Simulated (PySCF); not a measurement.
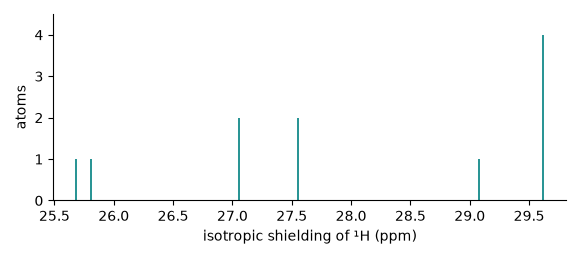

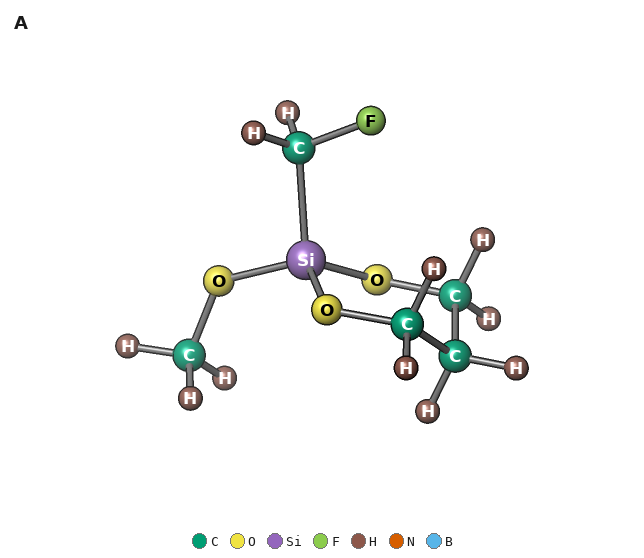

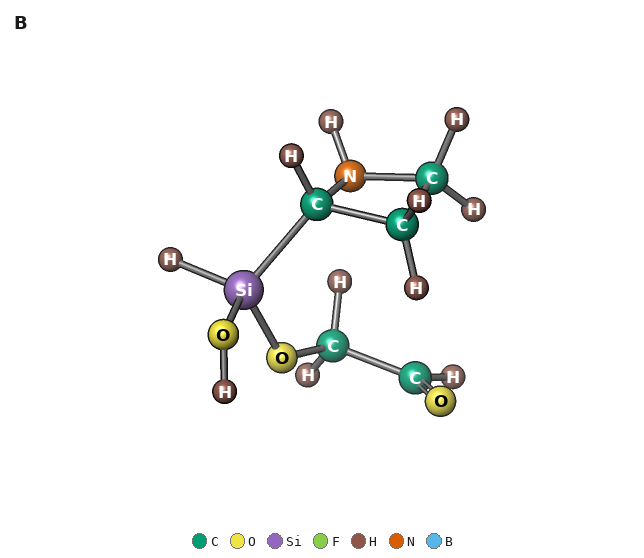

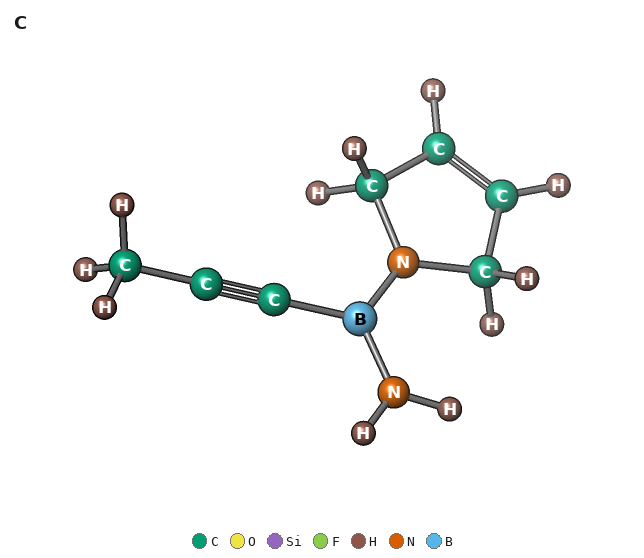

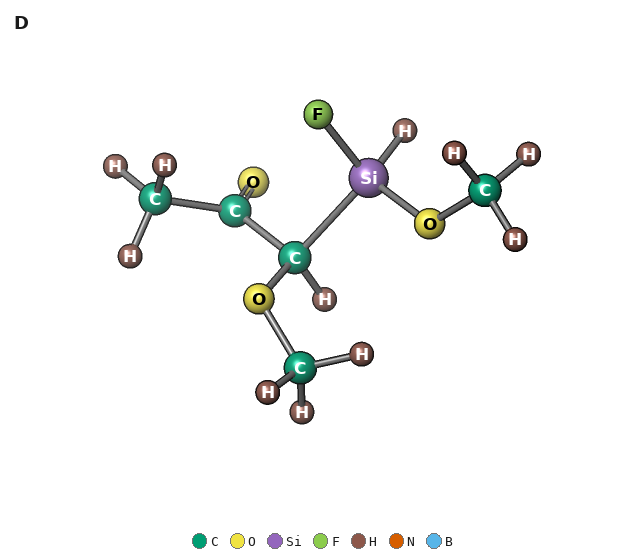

The sticks are computed shieldings of one of the molecules, for one fixed geometry (GFN2-xTB) without averaging over rotations. Low shielding means a high chemical shift. Method: GIAO PBE0/pcSseg-1 NMR shielding, non-relativistic, gas phase (PySCF 2.14.0).

### Which molecule gives this pattern?

C, `CC#CB(N)N1CC=CC1`. Its 11 H atoms give lines at 25.69, 25.81, 27.06 (2 atoms), 27.55 (2 atoms), 29.08, 29.62 (4 atoms) ppm.

The geometry is semi-empirical. Around B, Si such bond lengths and angles can be off by a tenth of an ångström or more and by several degrees, and values that hang on the shape move with them.
